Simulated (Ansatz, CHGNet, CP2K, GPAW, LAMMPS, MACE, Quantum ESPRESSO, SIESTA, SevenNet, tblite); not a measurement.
# Glassy 69SiO2-19Al2O3-6SrO-6Li2O (mol %) (106 atoms) in other programs, against a plane-wave reference, part 2 of 2

Wanted: errors and costs of other methods on glassy 69SiO2-19Al2O3-6SrO-6Li2O (mol %) (106 atoms). A plane-wave run serves as the reference.

Reference: Ansatz 0.2.0; Kohn-Sham DFT, PBE, PAW, plane waves.

So far, density (g/cm³): step 3 (structure statistics) 3.07.

### 4. The other programs (continued)

Differences are against the plane-wave reference, forces as r.m.s. over components; share is that over the reference's r.m.s. force, slope the least-squares factor from reference forces to these. Total energies of different programs have different zeros and aren't compared.

```csv
run,"Δ force, r.m.s. (meV/Å)",share (%),slope,Δ pressure (GPa),Δ gap (eV),cores,CPU time,memory (GiB)
reference,-,-,-,-,-,8,78 s,1.6
CHGNet 0.3.0 potential,143,10.6,0.996,-0.320,-,1,4.5 s,1.7
"CP2K PBE, DZVP-MOLOPT-SR, 1120/50 Ry, OT DIIS",84.8,6.29,1.010,0.0241,-0.121,4,16 min,5.7
"CP2K PBE, DZVP-MOLOPT-SR, 280/50 Ry, OT DIIS (coarse)",145,10.8,1.006,0.309,-0.119,2,9.1 min,0.94
"CP2K PBE, DZVP-MOLOPT-SR, 800/50 Ry, OT DIIS",85.1,6.32,1.011,0.0236,-0.121,4,13 min,4.5
"CP2K PBE, SZV-MOLOPT-SR, 800/50 Ry, OT DIIS (coarse)",1062,78.8,1.370,23.8,-0.933,2,8.6 min,2.6
"CP2K PBE, SZV-MOLOPT-SR, 800/50 Ry, TRS4 filter 1e-03, SCF 1e-04 (coarse)",1080,80.2,1.357,25.5,-,2,97 s,2.6
"CP2K PBE, SZV-MOLOPT-SR, 800/50 Ry, TRS4 filter 1e-05, SCF 1e-06 (coarse)",1069,79.3,1.374,23.9,-,2,1.7 min,2.6
"CP2K PBE, SZV-MOLOPT-SR, 800/50 Ry, TRS4 filter 1e-06, SCF 1e-06 (coarse)",1069,79.3,1.374,23.9,-,2,1.8 min,2.6
"GPAW PBE, LCAO dzp, h 0.18 Å",340,25.2,1.152,-,-0.185,2,5.6 min,2.3
"GPAW PBE, LCAO sz(dzp), h 0.18 Å (coarse)",1076,79.8,1.320,-,-0.815,1,85 s,1.5
"GPAW PBE, grid h 0.2 Å",150,11.1,1.072,-,0.0502,2,8.8 min,2.3
MACE MP-0b2 small potential,100,7.46,0.984,-0.0013,-,1,7 s,0.69
"QE PBE, gbrv-1.5, 40/200 Ry",24.6,1.83,1.007,0.493,0.0262,2,6.3 min,1.5
"QE PBE, sssp-1.3.0-efficiency, 60/480 Ry",37.6,2.79,1.018,0.333,0.0115,4,17 min,4
"SIESTA PBE, DZP, shift 0.01 Ry, mesh 500 Ry",328,24.3,1.119,4.39,-0.136,4,9.1 min,3.0
"SIESTA PBE, SZ, shift 0.01 Ry, mesh 500 Ry (coarse)",1144,84.9,1.383,19.6,-0.901,1,2.1 min,1.0
"SIESTA PBE, SZ, shift 0.02 Ry, mesh 500 Ry (coarse)",1019,75.6,1.361,10.5,-0.978,1,98 s,0.89
"SIESTA PBE, SZ, shift 0.02 Ry, mesh 500 Ry, orbital minimisation (coarse)",1019,75.6,1.361,10.5,-,2,4.1 min,1.2
"SIESTA PBE, SZP, shift 0.01 Ry, mesh 500 Ry (coarse)",622,46.2,1.284,9.09,-0.117,2,6.4 min,2.3
SevenNet 0 potential,77.7,5.76,1.004,-0.293,-,1,9 s,1.1
tblite GFN1-xTB,737,54.7,0.887,-10.5,-,1,15 s,0.14
```

Rows marked coarse were listed beforehand as settings not expected to be converged; some can still land near the reference.

Times of the machine-learned potentials are mostly Python's start and the loading of weights.

CPU time is summed over cores on a shared host, where runs went side by side, so it is rough. Symmetry, cutoffs, thresholds, outputs and thread counts weren't matched or tuned between programs; memory under MPI is the largest rank's times the ranks.

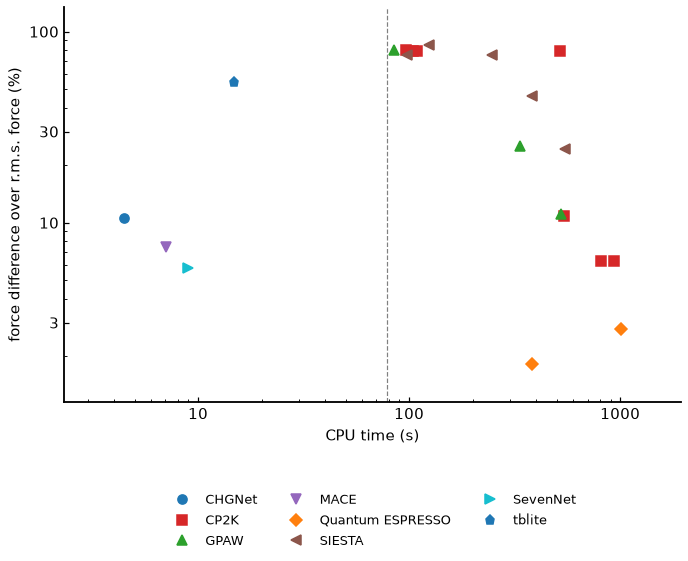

Force difference against CPU time; the dashed line marks the reference's time.

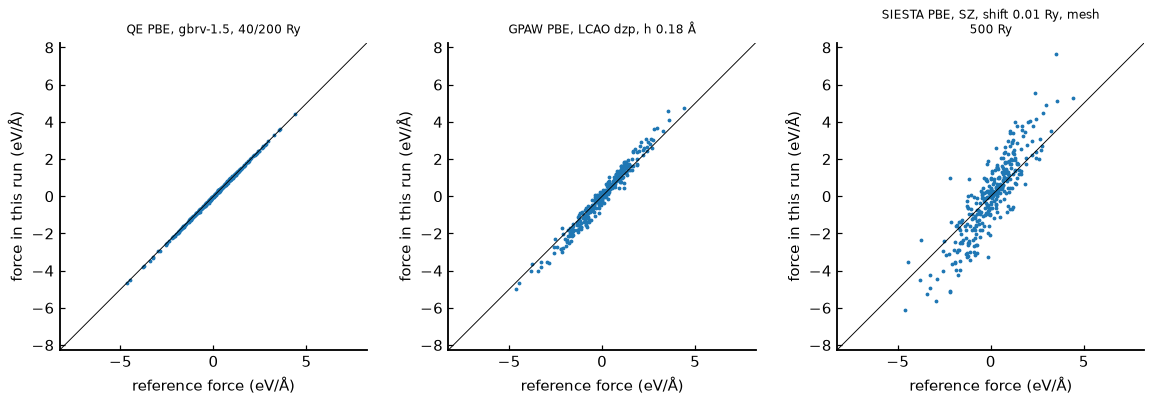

Force components against those of the reference; the line marks equality.

Runs without a result: CP2K GFN1-xTB, OT DIIS (not converged).

Mean charges by element (e), by run and scheme:

```csv
run,scheme,Si,Al,Sr,Li,O
reference,Löwdin,+1.74,+1.31,+1.88,+0.83,-0.83
"CP2K PBE, DZVP-MOLOPT-SR, 1120/50 Ry, OT DIIS",Mulliken,+0.79,+1.20,+1.27,+0.70,-0.56
"CP2K PBE, DZVP-MOLOPT-SR, 1120/50 Ry, OT DIIS",Hirshfeld,+0.53,+0.50,+0.53,+0.21,-0.30
"CP2K PBE, DZVP-MOLOPT-SR, 800/50 Ry, OT DIIS",Mulliken,+0.79,+1.20,+1.27,+0.70,-0.56
"CP2K PBE, DZVP-MOLOPT-SR, 800/50 Ry, OT DIIS",Hirshfeld,+0.53,+0.50,+0.53,+0.21,-0.30
"SIESTA PBE, DZP, shift 0.01 Ry, mesh 500 Ry",Hirshfeld,+0.43,+0.39,+0.48,+0.08,-0.23
tblite GFN1-xTB,Mulliken,+0.94,+1.12,-0.22,+1.06,-0.58
```

The reference's Löwdin charges lack the electrons that the projection spills, 0.062 e an atom on average.

Within one program, basis, potentials and functional, energies share a zero. Each run against its twin at the usual cutoff or grid and solver:

```csv
run,twin,Δ energy (meV/atom),"Δ force, r.m.s. (meV/Å)",CPU time over the twin's
"CP2K PBE, DZVP-MOLOPT-SR, 1120/50 Ry, OT DIIS","DZVP-MOLOPT-SR, 800/50 Ry, OT DIIS",-0.007,5.24,1.2
"CP2K PBE, DZVP-MOLOPT-SR, 280/50 Ry, OT DIIS","DZVP-MOLOPT-SR, 800/50 Ry, OT DIIS",-5.36,118,0.68 (this twin ran on 4 cores)
"CP2K PBE, SZV-MOLOPT-SR, 800/50 Ry, TRS4 filter 1e-03, SCF 1e-04","SZV-MOLOPT-SR, 800/50 Ry, OT DIIS",62.5,90.3,0.19
"CP2K PBE, SZV-MOLOPT-SR, 800/50 Ry, TRS4 filter 1e-05, SCF 1e-06","SZV-MOLOPT-SR, 800/50 Ry, OT DIIS",0.0634,10.3,0.20
"CP2K PBE, SZV-MOLOPT-SR, 800/50 Ry, TRS4 filter 1e-06, SCF 1e-06","SZV-MOLOPT-SR, 800/50 Ry, OT DIIS",0.0538,10.3,0.21
"SIESTA PBE, SZ, shift 0.02 Ry, mesh 500 Ry, orbital minimisation","SZ, shift 0.02 Ry, mesh 500 Ry",0,0.117,2.5 (this twin ran on 1 cores)
```

### 5. What came out

* reference r.m.s. force component: 1.35 eV/Å
* nearest in forces: QE PBE, gbrv-1.5, 40/200 Ry, 1.8 %
* farthest in forces: SIESTA PBE, SZ, shift 0.01 Ry, mesh 500 Ry (coarse), 85 %
* cheapest electronic-structure run beside the reference: tblite GFN1-xTB, 15 s of CPU time

**Reading.** PBE on plane waves or a grid with other potentials, cutoffs or grids, coarse settings apart, differs from the reference by 1.8 % (QE PBE, gbrv-1.5, 40/200 Ry) to 11 % (GPAW PBE, grid h 0.2 Å) of the r.m.s. force; this holds the reference's own error, so differences of a few per cent don't tell which side is nearer the exact PBE result (QE's 40 Ry are 544 eV, against the reference's 420 eV). GPAW PBE, grid h 0.2 Å stands apart from the other plane-wave or grid runs, so its own grid or potentials are the likelier cause. The PBE runs in local orbitals, coarse settings apart, differ by 6.3 % (CP2K PBE, DZVP-MOLOPT-SR, 1120/50 Ry, OT DIIS) to 25 % (GPAW PBE, LCAO dzp, h 0.18 Å); basis, grid and potentials can all enter. Tight binding differs by 55 % (tblite GFN1-xTB); it is another model, with fitted parameters of its own, and the xTB methods hold dispersion. Machine-learned potentials differ by 5.8 % (SevenNet 0 potential) to 11 % (CHGNet 0.3.0 potential); they were trained on other programs' data. tblite GFN1-xTB needed 75 SCF steps, so its time overstates the method's usual cost. Runs with settings chosen to be coarse differ by 11 % (CP2K PBE, DZVP-MOLOPT-SR, 280/50 Ry, OT DIIS) to 85 % (SIESTA PBE, SZ, shift 0.01 Ry, mesh 500 Ry), their programs' other errors included. One electronic-structure run takes under half the reference's CPU time: tblite GFN1-xTB, at 55 % in 15 s against 78 s; its pressure misses by -10.5 GPa. SIESTA PBE, SZP, shift 0.01 Ry, mesh 500 Ry stiffens the forces by a factor of 1.28 while following their directions (correlation 0.962). At the same functional, gaps differ from the reference's 3.28 eV by between -0.98 and +0.05 eV. In pressure, CP2K PBE, SZV-MOLOPT-SR, 800/50 Ry, TRS4 filter 1e-03, SCF 1e-04 misses by +25.5 GPa, at the same functional. Charges hang on model, scheme and program or settings: among these rows the mean for Sr runs from -0.22 to +1.88 e, even in sign. With TRS4, tightening the sparsity filter from 1e-03 to 1e-06, and the SCF threshold with it, takes the force difference from the cubic solver from 90 to 10 meV/Å, and the CPU time from 0.19 to 0.21 times the cubic solver's. In the reference: filled and empty levels are parted by 3.28 eV (at Γ alone); a semilocal functional tends to put such gaps too low. In a disordered cell it changes from sample to sample, and tail or defect levels can set it. In the reference: mean Löwdin charges: Al +1.31, Li +0.83, O -0.83, Si +1.74, Sr +1.88 e (they miss 1.2 % of the electrons, so they add up to more than the cell's charge). Periodic xTB results under one method name differ between programs and library versions. The potentials hold different valence shells: 552 electrons in the reference, 544 in GPAW; this bears on time and differences. Machine-learned potentials mimic data converged in k, so the reference's own k-point error enters their differences. The quench rate of 50 K/ps is many orders above laboratory rates, so the cell is likely richer in defects and strain than a real sample. The network of bonds at the start is that of the classical potential that made the cell, and needn't be the one that DFT or experiment would give. The reference's stress is far from hydrostatic: its diagonal is 5.7, 8.9, 5.7 GPa, compression counted positive. The electronic-structure runs sample only Γ, in a cell whose shortest periodic width is 11 Å.

[Also dropped from logs without a mark: logging warnings of Python, and SIESTA's first energy breakdown and zero terms.]

[Logs are printed without paths, hosts, clocks, repeated set-up lines and the standing remarks that a program may print on its own settings, such as how far it seeks lower states.]

[Hosts, paths, dates, database ids (printed as entryN), source tags and the programs' standing remarks are cut or masked in the printed files.]
